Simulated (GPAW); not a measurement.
# TiPd (Pm-3m): the Pd L₃ absorption edge, part 3 of 3

Aim: the near-edge shape at the Pd L₃ edge of TiPd (Pm-3m), and what the core hole does to it.

GPAW 26.7.0; X-ray absorption from dipole matrix elements to empty bands, plane-wave PAW LDA.

So far. Step 3 (Spectrum without a core hole, Pd atom 1): Main maxima below 30 eV (height): 1.0 eV (2.35), 9.0 eV (1.00), 15.6 eV (1.06), 22.0 eV (0.94) and 29.0 eV (0.94). At an L edge the dipole rule selects empty d (and weakly s) states on the absorber, and the strong line at the onset measures the empty part of its d band. Step 5 (Spectrum with XCH, Pd atom 1): Main maxima below 30 eV (height): 1.2 eV (1.61), 8.8 eV (1.13), 15.2 eV (1.26), 21.6 eV (1.15) and 28.8 eV (1.14). 

## (7) Spectrum with XCH, Pd atom 1

Another set-up is tried: cutoff (eV) to 160.

Input file xas.py:

```python
import numpy as np
from ase import Atoms
from ase.parallel import parprint, paropen
from gpaw import GPAW, PW, FermiDirac, Mixer, MixerDif, setup_paths
from gpaw.test import gen
setup_paths.insert(0, '.')
gen('Pd', name='fch2p', xcname='LDA', corehole=(2, 1, 1), write_xml=True)
from gpaw.mpi import world
world.barrier()

atoms = Atoms('Pd4Ti4',
    cell=[[3.18, 3.18, 3.18],
     [-3.18, 3.18, -3.18],
     [-3.18, -3.18, 3.18]],
    scaled_positions=[[0, 0, 0],
     [0, 0.5, 0.5],
     [0.5, 0, 0.5],
     [0.5, 0.5, 0],
     [0.5, 0, 0],
     [0.5, 0.5, 0.5],
     [0, 0, 0.5],
     [0, 0.5, 0]],
    pbc=True)
atoms.calc = calc = GPAW(legacy_gpaw=True, mode=PW(160, force_complex_dtype=True), xc='LDA', setups={0: 'fch2p'},
    kpts={'size': (6, 6, 6), 'gamma': True}, occupations=FermiDirac(0.1),
    charge=-1, mixer=Mixer(0.1, 5, 50), maxiter=150,
    convergence={'density': 0.0001, 'eigenstates': 1e-6}, txt='scf.txt')
energy = atoms.get_potential_energy() + calc.get_reference_energy()
ef = calc.get_fermi_level()
out = dict(energy=energy, fermi=ef, forces=atoms.get_forces().tolist())
parprint(f'all-electron energy {energy:.4f} eV, Fermi level {ef:.4f} eV')
ev = np.array([[calc.get_eigenvalues(k, s) for k in range(len(calc.get_ibz_k_points()))] for s in range(calc.get_number_of_spins())])
out['homo'], out['lumo'], out['counts'] = ev[ev < ef].max(), ev[ev > ef].min(), sorted(set((ev < ef).sum((0, 2)).tolist()))
out['filled'] = (ev[:, 0] < ef).sum(1).tolist()

from ase.units import Ha
from gpaw.xas import dipole_matrix_elements
nb = int(calc.get_number_of_electrons() / 2) + 120
top, nb = nb, nb + 8 + nb // 12
nscf = calc.fixed_density(kpts={'size': (4, 4, 4), 'gamma': True}, nbands=nb,
    convergence={'bands': top, 'eigenstates': 5e-3}, maxiter=60, txt='nscf.txt')
cell = atoms.cell.array
ops = [cell.T @ U.T @ np.linalg.inv(cell.T) for U in nscf.wfs.kd.symmetry.op_scc]
E = np.arange(-6, 34, 0.1)
fwhm = np.interp(E, [4, 25], [2.25, 3.5])
Y, X, zero, highest = 0, 0, 1e9, 1e9
for spin in range(nscf.get_number_of_spins()):
    wfs = nscf.wfs
    mine = wfs.bd.get_slice()  # this rank's bands
    A = dipole_matrix_elements(wfs.setups[0])
    eps = np.zeros((wfs.kd.nibzkpts, nb))
    d = np.zeros((3, A.shape[1], wfs.kd.nibzkpts, nb), complex)
    for kpt in wfs.kpt_u:
        if kpt.s == spin and 0 in kpt.P_ani:
            eps[kpt.k, mine] = kpt.eps_n * Ha
            d[:, :, kpt.k, mine] = (kpt.weight * wfs.nspins / 2) ** 0.5 * np.inner(A, kpt.P_ani[0])
    world.sum(eps)
    world.sum(d)
    T = np.einsum('amkn,bmkn->abkn', d, d.conj()).real
    T = sum(np.einsum('ai,ijkn,bj->abkn', R, T, R) for R in ops) / len(ops)
    empty = eps > ef
    zero, highest = min(zero, eps[empty].min()), min(highest, eps[:, top - 1].min())
    lines = [(eps, T, empty)] if spin == 0 else lines + [(eps, T, empty)]
for eps, T, empty in lines:
    f = np.einsum('aakn->akn', T).reshape(3, -1)
    x = eps.ravel() - zero
    w = np.interp(x, E, fwhm) / 2.35482
    g = np.exp(-0.5 * ((E[:, None] - x) / w) ** 2) / (w * (2 * np.pi) ** 0.5)
    Y = Y + (f * empty.ravel()) @ g.T
    X = X + (f * ~empty.ravel()) @ g.T
out.update(E=E.round(2).tolist(), xas=Y.tolist(), xes=X.tolist(), zero=zero, valid=highest - zero, nk=len(eps), nb=nb)
for i in range(0, len(E), 10):
    parprint(f'{E[i]:7.2f}', *(f'{v:10.3e}' for v in Y[:, i]))
import json
with paropen('out.json', 'w') as f:
    json.dump(out, f)
```

The run is started by

```
$ OMP_NUM_THREADS=1 mpirun -n 4 gpaw python xas.py
```

Numbers of over 12 decimals in the logs are rounded to 6 here.

The program printed:

```text
Input parameters:
  charge: -1
  convergence: {density: 0.0001,
                eigenstates: 1e-06}
  kpts: {gamma: True,
         size: (6, 6, 6)}
  maxiter: 150
  mixer: {backend: pulay,
          beta: 0.1,
          method: separate,
          nmaxold: 5,
          weight: 50}
  mode: {ecut: 160.0,
         force_complex_dtype: True,
         name: pw}
  occupations: {fixmagmom: False,
[...]
*d    :     0.410604
--------------------------------

Diagonalizing with gridspacing h=0.050

state   all-electron     PAW
-------------------------------
5s:      -0.414986    -0.415297
4p:      -2.413100    -2.413438
4d:      -0.589396    -0.590147
*f:                   -0.016713
-------------------------------
all-electron energy -637904.5609 eV, Fermi level 9.4643 eV
[...]
32.00  3.223e-06  3.223e-06  3.223e-06
  33.00  3.091e-06  3.091e-06  3.091e-06
[key lines of the parts left out:]
Converged after 14 iterations.
Dipole moment: (0.000000, -0.000000, -0.000000) |e|*Ang
Free energy:    -36.367940
Fermi level: 9.46433
```

Run time: 17 s. Hardware: 4 MPI ranks of Intel Xeon Platinum 8375C at 2.90GHz (Ice Lake), shared host; peak memory 0.22 GiB; 69 s of CPU time.

The run finished. A setting was moved off its sound value on purpose, so it serves as a test and not as the result.

The fault put into the input: the cutoff is far too low.

This run also has another mesh (4×4×4 against 6×6×6), so the 5 % r.m.s. difference can't be laid on the changed setting alone. The highest intensity below 24 eV goes from 1.2 eV (1.61) to 1.4 eV (1.65).

| E (eV) | first run | this run |
| --- | --- | --- |
| -2.0 | 0.04 | 0.05 |
| -0.5 | 0.59 | 0.65 |
| 1.0 | 1.58 | 1.59 |
| 2.5 | 1.10 | 1.23 |
| 4.0 | 0.56 | 0.58 |
| 5.5 | 0.47 | 0.52 |
| 7.0 | 0.76 | 0.82 |
| 8.5 | 1.12 | 1.10 |
| 10.0 | 1.09 | 1.01 |
| 11.5 | 1.04 | 0.99 |
| 13.0 | 1.06 | 1.05 |
| 14.5 | 1.22 | 1.18 |
| 16.0 | 1.21 | 1.17 |
| 17.5 | 0.96 | 0.93 |
| 19.0 | 0.88 | 0.85 |
| 20.5 | 1.07 | 1.04 |
| 22.0 | 1.15 | 1.10 |
| 23.5 | 1.04 | 1.02 |
| 25.0 | 0.96 | 0.92 |
| 26.5 | 1.01 | 0.95 |
| 28.0 | 1.12 | 1.09 |
| 29.5 | 1.11 | 1.07 |
| 31.0 | 0.91 | 0.87 |

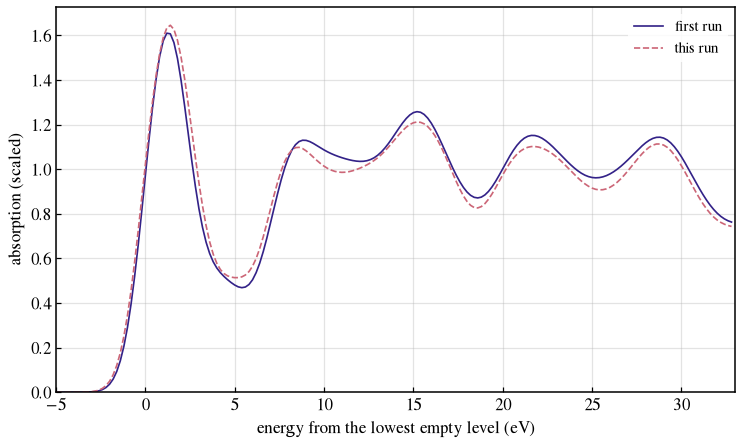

This run beside the first core-hole run.

## (8) With and without the hole

Both curves are counted from their own zero, so only the shift of weight within the empty states shows.

| E (eV) | no hole | XCH |
| --- | --- | --- |
| -2.0 | 0.08 | 0.04 |
| -1.0 | 0.59 | 0.29 |
| 0.0 | 1.74 | 0.97 |
| 1.0 | 2.35 | 1.58 |
| 2.0 | 1.89 | 1.40 |
| 3.0 | 1.11 | 0.82 |
| 4.0 | 0.68 | 0.56 |
| 5.0 | 0.51 | 0.48 |
| 6.0 | 0.46 | 0.50 |
| 7.0 | 0.63 | 0.76 |
| 8.0 | 0.90 | 1.05 |
| 9.0 | 1.00 | 1.13 |
| 10.0 | 0.96 | 1.09 |
| 11.0 | 0.93 | 1.05 |
| 12.0 | 0.90 | 1.04 |
| 13.0 | 0.88 | 1.06 |
| 14.0 | 0.94 | 1.16 |
| 15.0 | 1.04 | 1.25 |
| 16.0 | 1.05 | 1.21 |
| 17.0 | 0.95 | 1.04 |
| 18.0 | 0.80 | 0.90 |
| 19.0 | 0.73 | 0.88 |
| 20.0 | 0.79 | 1.00 |
| 21.0 | 0.90 | 1.13 |
| 22.0 | 0.94 | 1.15 |
| 23.0 | 0.91 | 1.08 |
| 24.0 | 0.86 | 1.01 |
| 25.0 | 0.83 | 0.96 |
| 26.0 | 0.84 | 0.98 |
| 27.0 | 0.88 | 1.04 |
| 28.0 | 0.92 | 1.12 |
| 29.0 | 0.94 | 1.14 |
| 30.0 | 0.90 | 1.06 |
| 31.0 | 0.79 | 0.91 |
| 32.0 | 0.68 | 0.80 |

With each curve scaled to its own mean, the area from −2 to 6 eV with the hole is 6.4 against 9.2, and the centre of weight from −1 to 20 eV moves by +1.4 eV (first and strongest maxima below 20 eV: 1.0 eV (2.35), 9.0 eV (1.00) and 15.6 eV (1.06) without the hole, 1.2 eV (1.61), 8.8 eV (1.13) and 15.2 eV (1.26) with it): the near-edge weight falls against the higher-lying part.

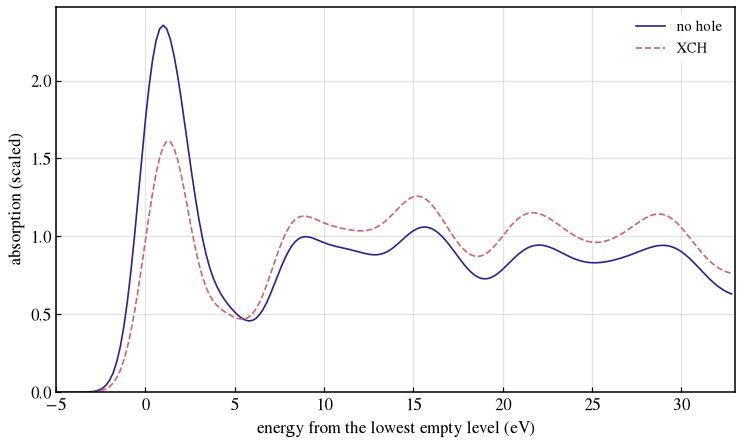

The Pd L₃ edge with and without the core hole, each from its own zero; the highest intensity below 24 eV lies at 1.2 eV with the hole.

## (9) Outcome

- absorber and edge: Pd L₃, atom 1 of the ground-state input (counted from 1)
- surroundings: 8 Ti at 2.75 Å and 6 Pd at 3.18 Å (cube and octahedron, as in bcc, site symmetry m-3m)
- highest intensity below 24 eV: 1.2 eV above the zero, height 1.61

**Reading.** The Pd L₃ edge of atom 1, with 8 Ti at 2.75 Å and 6 Pd at 3.18 Å (cube and octahedron, as in bcc, site symmetry m-3m), has its highest intensity of the first 24 eV at 1.2 eV above the zero, 1.6 times the mean level of the first 20 eV (Gaussian full width 2.25 eV up to 4 eV, rising linearly to 3.5 eV at 25 eV). With each curve scaled to its own mean, the area from −2 to 6 eV with the hole is 6.4 against 9.2, and the centre of weight from −1 to 20 eV moves by +1.4 eV (first and strongest maxima below 20 eV: 1.0 eV (2.35), 9.0 eV (1.00) and 15.6 eV (1.06) without the hole, 1.2 eV (1.61), 8.8 eV (1.13) and 15.2 eV (1.26) with it): the near-edge weight falls against the higher-lying part. Only the L₃ part is meant: spin–orbit coupling of the core level isn't computed and the L₂ copy isn't added. The script folds with a Gaussian, whereas the core hole's own line is a Lorentzian, so the onset is too steep and the first peak too high. The holes are only 5.5 Å apart, so the shape is probably not converged with cell size; no larger cell was run here. The structure is a published determination, not relaxed.

[Banner, clock and machine lines of the logs are left out without a mark of their own.]

[Logs are printed without paths, hosts, clocks, repeated set-up lines and the standing remarks that a program may print on its own settings, such as how far it seeks lower states.]

[Hosts, paths, dates, database ids (printed as entryN), source tags and the programs' standing remarks are cut or masked in the printed files.]

[Lists of maxima count a maximum above −3 eV only where it reaches 4 % of the highest in the window and stands out from its surroundings by 2 % of it (1.5 % where it reaches 55 %); shoulders and weaker maxima are passed over, and of the rest the first, up to two pre-edge ones and the few strongest are named.]
